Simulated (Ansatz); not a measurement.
**NH (singlet): one geometry, many settings at distance N1–H2 = 1.256 Å**

What do other methods and options give for NH (singlet) at this geometry, and how long do they take?

The runs use Ansatz 0.2.0, Gaussian basis; the settings change from run to run.

24 further runs of the same task are left out: 5 for a known fault of the program, 15 that didn't finish, 4 set aside as unsound or not needed.

### Step 1. The system

The geometry derives from a PBE0/def2-TZVP stationary point (not a proven minimum). One bond is set to the value named and the two fragments are kept rigid.

2 atoms, charge 0, spin multiplicity 1.

Atoms are counted from 1 here; the program's logs count them from 0.

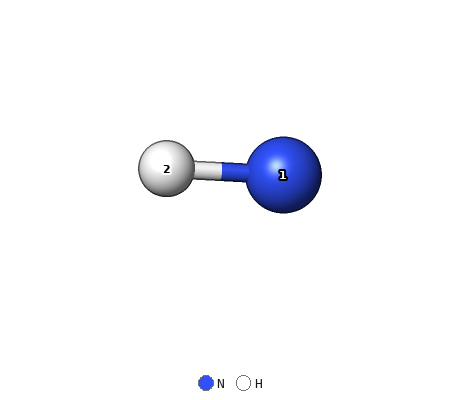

The geometry (nitrogen blue, hydrogen white); atoms are numbered from 1 in the order of the file.

Geometry (Å):

```mol
HN
  3D, bonds by distance, orders not assigned

  2  1  0  0  0  0  0  0  0  0999 V2000
    0.0000    0.0000    0.0000 N   0  0
    0.0000    0.0000    1.2560 H   0  0
  1  2  8  0
M  END
```

### Step 2. CASSCF(2,9)/aug-cc-pVDZ

Contents of in.yaml:

```yaml
crystal:
  periodic: [false, false, false]
  atoms:
    - {symbol: N, position_ang: [0.000000, 0.000000, 0.000000]}
    - {symbol: H, position_ang: [0.000000, 0.000000, 1.256000]}
basis:
  gaussian: {orbitals: aug-cc-pVDZ}
correlation: {active_space: {window: {electrons: 2, orbitals: 9}}}
output: {forces: true}
```

Started as:

```sh
$ ansatz run in.yaml --threads 1 --pin off --events-out ev --progress --plain --max-ram 2393MiB
```

The log of the run:

```text
Functional definition: HF
  name "HF"
  cite "Fock, Z. Phys. 61, 126 (1930) doi:10.1007/BF01340294"
  parent pbe
  exchange = exact_x
  correlation = 0
315 factors; integrals over basis functions are off by at most 1.1e-3 eV
mean field evaluation 1: about -1491.9713 eV, gradient 7.6e0 eV
mean field evaluation 2: about -1491.9713 eV, gradient 7.6e0 eV
mean field evaluation 4: about -1492.2047 eV, gradient 4.8e-1 eV
mean field evaluation 8: about -1492.2062 eV, gradient 8.2e-5 eV
mean field evaluation 16: about -1492.2062 eV, gradient 1.2e-4 eV
mean field -1492.20618714 eV, -54.8375659239 hartree, gradient 3.1e-6 eV, S^2 0.000000; 2 other end points of the search recorded, 0 dependent functions left out
reference -1492.20618714 eV, -54.8375659239 hartree; 4, 4 occupied and 28, 28 virtual orbitals, 315 factors
state -1493.45979439 eV, -54.8836351403 hartree
the orbitals are reached from a further start. From the first start the search ends at -1493.27764788 eV, -54.8769413796 hartree
the calculation of the forces begins
Total energy: -1493.45979439 eV, -54.8836351403 hartree
Atom 0 at     0.000000     0.000000     0.000000 Å, force     0.000000     0.000000     5.252361 eV/Å
Atom 1 at     0.000000     0.000000     1.256000 Å, force    -0.000000    -0.000000    -5.252361 eV/Å
Dipole moment:     0.000000     0.000000     0.318500 e Å
```

Run time: 2.9 s. Hardware: 1 thread of Arm Neoverse V1, shared host.

From the report: 81 determinants; active occupations 1.00, 0.98, 0.00, 0.00, 0.00, 0.00, 0.00, 0.00, 0.00.

### Step 3. MP2 on UHF/def2-SVPD

Contents of in.yaml:

```yaml
crystal:
  periodic: [false, false, false]
  atoms:
    - {symbol: N, position_ang: [0.000000, 0.000000, 0.000000]}
    - {symbol: H, position_ang: [0.000000, 0.000000, 1.256000]}
basis:
  gaussian: {orbitals: def2-SVPD}
magnetization: {spin_polarized: true, initial_magnetization: 0}
correlation: {method: mp2, electrons: outside_noble_gas}
output: {forces: true}
```

Same command.

The log of the run, shortened:

```text
Functional definition: HF
  name "HF"
  cite "Fock, Z. Phys. 61, 126 (1930) doi:10.1007/BF01340294"
  parent pbe
[...]
275 factors; integrals over basis functions are off by at most 1.1e-3 eV
[...]
mean field -1492.73919256 eV, -54.8571535117 hartree, gradient 9.3e-7 eV, S^2 1.010273; 10 other end points of the search recorded, 0 dependent functions left out
1 core orbitals not correlated: weight in the atoms' cores, before any rotation towards them, 1.000 or more for the frozen orbitals, at most 0.000 for the correlated occupied ones
reference -1492.73919256 eV, -54.8571535117 hartree; 3, 3 occupied and 24, 24 virtual orbitals, 275 factors
second order -3.13348928 eV of doubles, -0.00000000 eV of singles
[...]
Total energy: -1495.87268184 eV, -54.9723071188 hartree
Atom 0 at     0.000000     0.000000     0.000000 Å, force     0.000000    -0.000000     4.660483 eV/Å
Atom 1 at     0.000000     0.000000     1.256000 Å, force     0.000000    -0.000000    -4.660483 eV/Å
Dipole moment:     0.000000     0.000000     0.292780 e Å
```

Wall time 0.27 s (1 thread of Arm Neoverse V1, shared host).

From the report: ⟨S²⟩ of the determinant 1.010 (pure singlet: 0.00). The determinant is far from a pure spin state, so its energy mixes those of several spin states (harmless only where they are near-degenerate, as at dissociation).

### Step 4. MRCISD+Q(4,6)/6-31++G**

Contents of in.yaml:

```yaml
crystal:
  periodic: [false, false, false]
  atoms:
    - {symbol: N, position_ang: [0.000000, 0.000000, 0.000000]}
    - {symbol: H, position_ang: [0.000000, 0.000000, 1.256000]}
basis:
  gaussian: {orbitals: "6-31++G**"}
correlation: {method: fic_mrcisd_q, electrons: all, active_space: {window: {electrons: 4, orbitals: 6}, states: [{multiplicity: 1, weights: [1, 0.5]}, {multiplicity: 3, weights: [1]}]}}
accuracy: high
```

Same command.

The log of the run, shortened:

```text
Functional definition: HF
  name "HF"
  cite "Fock, Z. Phys. 61, 126 (1930) doi:10.1007/BF01340294"
  parent pbe
[...]
417 factors; integrals over basis functions are off by at most 3.3e-9 eV
[...]
mean field -1491.98068041 eV, -54.8292787041 hartree, gradient 1.2e-8 eV, S^2 0.000000; 2 other end points of the search recorded, 0 dependent functions left out; unrestricted orbitals would lower it
reference -1491.98068041 eV, -54.8292787041 hartree; 4, 4 occupied and 21, 21 virtual orbitals, 417 factors
state -1494.20662945 eV, -54.9110808226 hartree
state -1494.20662945 eV, -54.9110808226 hartree
contracted CI cycle   1: correlation 0.00000000 eV, 0.0000000000 hartree, residual 1.72e1 eV
contracted CI cycle   2: correlation -2.53465142 eV, -0.0931467215 hartree, residual 2.81e0 eV
contracted CI cycle   3: correlation -2.62032596 eV, -0.0962952030 hartree, residual 7.26e-1 eV
[...]
contracted CI cycle   8: correlation -2.62085042 eV, -0.0963144765 hartree, residual 2.77e-3 eV
contracted CI cycle   9: correlation -2.62085054 eV, -0.0963144807 hartree, residual 9.91e-4 eV
contracted CI cycle  10: correlation -2.62085055 eV, -0.0963144813 hartree, residual 3.72e-4 eV
contracted CI cycle  11: correlation -2.62085055 eV, -0.0963144813 hartree, residual 1.10e-4 eV
contracted CI cycle  12: correlation -2.62085055 eV, -0.0963144813 hartree, residual 3.26e-5 eV
contracted CI cycle  13: correlation -2.62085055 eV, -0.0963144813 hartree, residual 9.03e-6 eV
contracted CI cycle  14: correlation -2.62085055 eV, -0.0963144813 hartree, residual 2.59e-6 eV
state -1496.03925959 eV, -54.9784287380 hartree; corrected -1498.74749942 eV, -55.0779547160 hartree
an earlier search ended where averaged states of different weights were degenerate, so these states were given the mean of their weights and the orbitals were optimised with it
Total energy: -1497.64982168 eV, -55.0376158033 hartree
```

Run time: 1.9 s. Hardware: 1 thread of Arm Neoverse V1, shared host.

From the report: 56 determinants; active occupations (of the averaged states) 1.95, 0.99, 0.99, 0.05, 0.01, 0.01.

### Step 5. NEVPT4(SD)(2,6)/cc-pVDZ

Contents of in.yaml:

```yaml
crystal:
  periodic: [false, false, false]
  atoms:
    - {symbol: N, position_ang: [0.000000, 0.000000, 0.000000]}
    - {symbol: H, position_ang: [0.000000, 0.000000, 1.256000]}
basis:
  gaussian: {orbitals: cc-pVDZ}
correlation: {method: fic_nevpt4_sd, electrons: outside_noble_gas, active_space: {window: {electrons: 2, orbitals: 6}}}
accuracy: high
scf: {lower_state_search: off}
```

The command is unchanged.

The log of the run, shortened:

```text
Functional definition: HF
  name "HF"
  cite "Fock, Z. Phys. 61, 126 (1930) doi:10.1007/BF01340294"
  parent pbe
[...]
329 factors; integrals over basis functions are off by at most 2.4e-9 eV
[...]
mean field -1492.01325807 eV, -54.8304759110 hartree, gradient 3.9e-9 eV, S^2 0.000000; 0 other end points of the search recorded, 0 dependent functions left out
reference -1492.01325807 eV, -54.8304759110 hartree; 4, 4 occupied and 15, 15 virtual orbitals, 329 factors
state -1493.20793288 eV, -54.8743794005 hartree
state -1493.20793288 eV, -54.8743794005 hartree; corrected -1496.62600911 eV, -54.9999913851 hartree
Total energy: -1496.62600911 eV, -54.9999913851 hartree
Checks for a lower state left out: stability, starts, cluster_reference, orbital_swaps, neighbouring_geometries, increment
```

Wall time 0.69 s (1 thread of Arm Neoverse V1, shared host).

From the report: 26 determinants; active occupations 1.10, 0.89, 0.00, 0.00, 0.00, 0.00.

### Step 6. NEVPT2(4,2)/aug-cc-pVDZ

Contents of in.yaml:

```yaml
crystal:
  periodic: [false, false, false]
  atoms:
    - {symbol: N, position_ang: [0.000000, 0.000000, 0.000000]}
    - {symbol: H, position_ang: [0.000000, 0.000000, 1.256000]}
basis:
  gaussian: {orbitals: aug-cc-pVDZ}
correlation: {method: sc_nevpt2, electrons: outside_noble_gas, active_space: {window: {electrons: 4, orbitals: 2}}}
```

The command is unchanged.

The log of the run, shortened:

```text
Functional definition: HF
  name "HF"
  cite "Fock, Z. Phys. 61, 126 (1930) doi:10.1007/BF01340294"
  parent pbe
[...]
315 factors; integrals over basis functions are off by at most 1.1e-3 eV
[...]
mean field -1492.20618714 eV, -54.8375659239 hartree, gradient 3.1e-6 eV, S^2 0.000000; 2 other end points of the search recorded, 0 dependent functions left out; unrestricted orbitals would lower it
reference -1492.20618714 eV, -54.8375659239 hartree; 4, 4 occupied and 28, 28 virtual orbitals, 315 factors
state -1492.20618714 eV, -54.8375659239 hartree
state -1492.20618714 eV, -54.8375659239 hartree; corrected -1495.50949072 eV, -54.9589600912 hartree
WARN: 2 active orbitals are nearly empty or full. The corrections depend on them more than the energy does, and are more stable in an active space without them
Total energy: -1495.50949072 eV, -54.9589600912 hartree
```

Run time: 0.18 s. Hardware: 1 thread of Arm Neoverse V1, shared host.

From the report: 1 determinant; active occupations 2.00, 2.00. The report marks this result as in doubt.

### Step 7. BCCD(T) on UHF/aug-cc-pVDZ

Contents of in.yaml:

```yaml
crystal:
  periodic: [false, false, false]
  atoms:
    - {symbol: N, position_ang: [0.000000, 0.000000, 0.000000]}
    - {symbol: H, position_ang: [0.000000, 0.000000, 1.256000]}
basis:
  gaussian: {orbitals: aug-cc-pVDZ, point_charges: [{charge: -1.00, position_ang: [3.106, 0.081, -0.715]}]}
magnetization: {spin_polarized: true, initial_magnetization: 0}
correlation: {method: bccd_t, electrons: valence}
scf: {lower_state_search: off}
output: {forces: true}
```

Same command.

The log of the run, shortened:

```text
Functional definition: HF
  name "HF"
  cite "Fock, Z. Phys. 61, 126 (1930) doi:10.1007/BF01340294"
  parent pbe
[...]
315 factors; integrals over basis functions are off by at most 1.1e-3 eV
[...]
mean field -1494.22582535 eV, -54.9117862588 hartree, gradient 5.6e-9 eV, S^2 1.008484; 2 other end points of the search recorded, 0 dependent functions left out
1 core orbitals not correlated: weight in the atoms' cores, before any rotation towards them, 1.000 or more for the frozen orbitals, at most 0.000 for the correlated occupied ones
reference -1494.22582535 eV, -54.9117862588 hartree; 3, 3 occupied and 28, 28 virtual orbitals, 315 factors
second order -3.16074786 eV of doubles, -0.00000000 eV of singles
cycle   1  -3.63318469 eV  change   -4.7e-1 eV  update   5.5e-2
[...]
cycle   8  -4.11064853 eV  change   -1.7e-8 eV  update   3.9e-9
perturbative correction -0.30007055 eV, -0.0110273895 hartree
[...]
Total energy: -1498.63654443 eV, -55.0738771953 hartree
Atom 0 at     0.000000     0.000000     0.000000 Å, force    -0.164601    -0.004293     3.589770 eV/Å
Atom 1 at     0.000000     0.000000     1.256000 Å, force     0.200517     0.005229    -3.679123 eV/Å
Dipole moment:     0.112890     0.002944     0.201857 e Å
Checks for a lower state left out: starts, cluster_reference, orbital_swaps, neighbouring_geometries, increment
```

Wall time 2.5 s (1 thread of Arm Neoverse V1, shared host).

From the report: ⟨S²⟩ of the determinant 1.008 (pure singlet: 0.00); correlation -4.4107 eV; largest double amplitude 0.21. The determinant is far from a pure spin state, so its energy mixes those of several spin states (harmless only where they are near-degenerate, as at dissociation).

### Step 8. NEVPT2(4,4)/6-31G*

Contents of in.yaml:

```yaml
crystal:
  periodic: [false, false, false]
  atoms:
    - {symbol: N, position_ang: [0.000000, 0.000000, 0.000000]}
    - {symbol: H, position_ang: [0.000000, 0.000000, 1.256000]}
basis:
  gaussian: {orbitals: "6-31G*", fitting: {mean_field: def2-universal-jkfit}}
correlation: {method: sc_nevpt2, electrons: outside_noble_gas, active_space: {window: {electrons: 4, orbitals: 4}, states: [{multiplicity: 1, weights: [1, 1, 1, 1]}, {multiplicity: 3, weights: [1]}], root: 3}}
scf: {lower_state_search: off}
```

Same command.

The log of the run, shortened:

```text
Functional definition: HF
  name "HF"
  cite "Fock, Z. Phys. 61, 126 (1930) doi:10.1007/BF01340294"
  parent pbe
[...]
95 factors; integrals over basis functions are off by at most 8.8e-2 eV
[...]
mean field -1491.75328997 eV, -54.8209222596 hartree, gradient 1.9e-6 eV, S^2 0.000000; 0 other end points of the search recorded, 0 dependent functions left out
reference -1491.75328997 eV, -54.8209222596 hartree; 4, 4 occupied and 13, 13 virtual orbitals, 95 factors
state -1493.46131106 eV, -54.8836908772 hartree
state -1493.46092508 eV, -54.8836766925 hartree
state -1491.67959045 eV, -54.8182138523 hartree
state -1489.08777295 eV, -54.7229663159 hartree
state -1493.46131106 eV, -54.8836908772 hartree; corrected -1496.02793195 eV, -54.9780124551 hartree
state -1493.46092508 eV, -54.8836766925 hartree; corrected -1496.02799463 eV, -54.9780147585 hartree
state -1491.67959045 eV, -54.8182138523 hartree; corrected -1494.38922067 eV, -54.9177909263 hartree
state -1489.08777295 eV, -54.7229663159 hartree; corrected -1492.12444177 eV, -54.8345618369 hartree
state -1495.39409524 eV, -54.9547193854 hartree
state -1495.39409524 eV, -54.9547193854 hartree; corrected -1497.86126399 eV, -55.0453861649 hartree
Total energy: -1492.12444177 eV, -54.8345618369 hartree
Checks for a lower state left out: stability, starts, cluster_reference, orbital_swaps, neighbouring_geometries, increment
```

Run time: 0.12 s. Hardware: 1 thread of Arm Neoverse V1, shared host.

From the report: 10 determinants; active occupations (of the averaged states) 1.75, 1.19, 1.00, 0.06.

### Step 9. NEVPT4(SD)(6,6)/aug-cc-pVDZ

Contents of in.yaml:

```yaml
crystal:
  periodic: [false, false, false]
  atoms:
    - {symbol: N, position_ang: [0.000000, 0.000000, 0.000000]}
    - {symbol: H, position_ang: [0.000000, 0.000000, 1.256000]}
basis:
  gaussian: {orbitals: aug-cc-pVDZ}
correlation: {method: fic_nevpt4_sd, electrons: valence, active_space: {window: {electrons: 6, orbitals: 6}, states: [{multiplicity: 1, weights: [1, 0.5, 1]}]}}
accuracy: high
scf: {lower_state_search: light}
```

Launched as before.

The log of the run, shortened:

```text
Functional definition: HF
  name "HF"
  cite "Fock, Z. Phys. 61, 126 (1930) doi:10.1007/BF01340294"
  parent pbe
[...]
546 factors; integrals over basis functions are off by at most 2.8e-9 eV
[...]
mean field -1492.20618768 eV, -54.8375659435 hartree, gradient 3.4e-8 eV, S^2 0.000000; 2 other end points of the search recorded, 0 dependent functions left out; unrestricted orbitals would lower it
reference -1492.20618768 eV, -54.8375659435 hartree; 4, 4 occupied and 28, 28 virtual orbitals, 546 factors
state -1494.31601931 eV, -54.9151008260 hartree
state -1494.23519200 eV, -54.9121304771 hartree
state -1493.41050351 eV, -54.8818237339 hartree
state -1494.31601931 eV, -54.9151008260 hartree; corrected -1497.16476342 eV, -55.0197902408 hartree
state -1494.23519200 eV, -54.9121304771 hartree; corrected -1497.21635494 eV, -55.0216861944 hartree
state -1493.41050351 eV, -54.8818237339 hartree; corrected -1496.19516257 eV, -54.9841580669 hartree
Total energy: -1496.78724138 eV, -55.0059165620 hartree
```

It took 1.7 s on 1 thread of Arm Neoverse V1, shared host.

From the report: 400 determinants; active occupations (of the averaged states) 1.97, 1.94, 1.01, 1.01, 0.05, 0.01.

### Step 10. MRCISD+Q(relaxed)(2,4)/aug-cc-pVDZ

Contents of in.yaml:

```yaml
crystal:
  periodic: [false, false, false]
  atoms:
    - {symbol: N, position_ang: [0.000000, 0.000000, 0.000000]}
    - {symbol: H, position_ang: [0.000000, 0.000000, 1.256000]}
basis:
  gaussian: {orbitals: aug-cc-pVDZ}
correlation: {method: fic_mrcisd_q_relaxed, electrons: outside_noble_gas, active_space: {window: {electrons: 2, orbitals: 4}}}
```

Launched as before.

The log of the run, shortened:

```text
Functional definition: HF
  name "HF"
  cite "Fock, Z. Phys. 61, 126 (1930) doi:10.1007/BF01340294"
  parent pbe
[...]
315 factors; integrals over basis functions are off by at most 1.1e-3 eV
[...]
mean field -1492.20618714 eV, -54.8375659239 hartree, gradient 3.1e-6 eV, S^2 0.000000; 2 other end points of the search recorded, 0 dependent functions left out; unrestricted orbitals would lower it
reference -1492.20618714 eV, -54.8375659239 hartree; 4, 4 occupied and 28, 28 virtual orbitals, 315 factors
state -1493.26970519 eV, -54.8766494913 hartree
contracted CI cycle   1: correlation -0.00000000 eV, -0.0000000000 hartree, residual 1.73e1 eV
contracted CI cycle   2: correlation -3.50627954 eV, -0.1288533966 hartree, residual 3.68e0 eV
contracted CI cycle   3: correlation -3.71782170 eV, -0.1366274276 hartree, residual 1.53e0 eV
[...]
contracted CI cycle  18: correlation -3.48979864 eV, -0.1282477345 hartree, residual 9.64e-4 eV
contracted CI cycle  19: correlation -3.48979867 eV, -0.1282477355 hartree, residual 9.65e-4 eV
contracted CI cycle  20: correlation -3.48979870 eV, -0.1282477366 hartree, residual 8.66e-4 eV
contracted CI cycle  21: correlation -3.48979871 eV, -0.1282477372 hartree, residual 5.57e-4 eV
contracted CI cycle  22: correlation -3.48979872 eV, -0.1282477375 hartree, residual 2.58e-4 eV
contracted CI cycle  23: correlation -3.48979872 eV, -0.1282477375 hartree, residual 1.09e-4 eV
contracted CI cycle  24: correlation -3.48979872 eV, -0.1282477375 hartree, residual 5.56e-5 eV
state -1493.19096291 eV, -54.8737557659 hartree; corrected -1497.08559293 eV, -55.0168807792 hartree
state -1493.26970519 eV, -54.8766494913 hartree; corrected -1497.26548780 eV, -55.0234917935 hartree
the orbitals are reached from a further start. From the first start the search ends at -1493.19095170 eV, -54.8737553537 hartree
Total energy: -1497.26548780 eV, -55.0234917935 hartree
```

Wall time 1.6 s (1 thread of Arm Neoverse V1, shared host).

From the report: 10 determinants; active occupations 1.23, 0.76, 0.01, 0.00.

### Step 11. All runs side by side

Where basis and cores are those of an earlier FCI/aug-cc-pVDZ run (-1497.2528 eV), and the state is the same kind, the miss against it is given. † marks a result that the program doubts.

```
                                               level         correlated  functions  energy (eV)  from FCI (meV)    time
                             CASSCF(2,9)/aug-cc-pVDZ                            32   -1493.4598          3793.0   2.9 s
                                MP2 on UHF/def2-SVPD  outside noble gas         28   -1495.8727                  0.27 s
    MRCISD+Q(4,6)/6-31++G** (mean of several states)                all         25   -1497.6498                   1.9 s
                             NEVPT4(SD)(2,6)/cc-pVDZ  outside noble gas         19   -1496.6260                  0.69 s
                           NEVPT2(4,2)/aug-cc-pVDZ †  outside noble gas         32   -1495.5095          1743.3  0.18 s
  BCCD(T) on UHF/aug-cc-pVDZ (beside a point charge)            valence         32   -1498.6365                   2.5 s
   NEVPT2(4,4)/6-31G* (excited root 3 of an average)  outside noble gas         17   -1492.1244                  0.12 s
NEVPT4(SD)(6,6)/aug-cc-pVDZ (mean of several states)            valence         32   -1496.7872                   1.7 s
                  MRCISD+Q(relaxed)(2,4)/aug-cc-pVDZ  outside noble gas         32   -1497.2655           -12.7   1.6 s
```

### Step 12. Summary of results

| quantity | value |
| --- | --- |
| runs | 9 |
| quickest | NEVPT2(4,4)/6-31G* (excited root 3 of an average), 0.12 s |
| slowest | CASSCF(2,9)/aug-cc-pVDZ, 2.9 s |

**Reading.** Total energies in different bases, with other cores or another treatment of relativity can't be set against each other. CASSCF(2,9)/aug-cc-pVDZ took 24 times as long as NEVPT2(4,4)/6-31G* (excited root 3 of an average); the jobs differ in more than the method. Among the correlated runs with a miss given, it spans -13 to +1743 meV. Hartree-Fock, CASSCF and CASCI lack dynamic correlation by design.
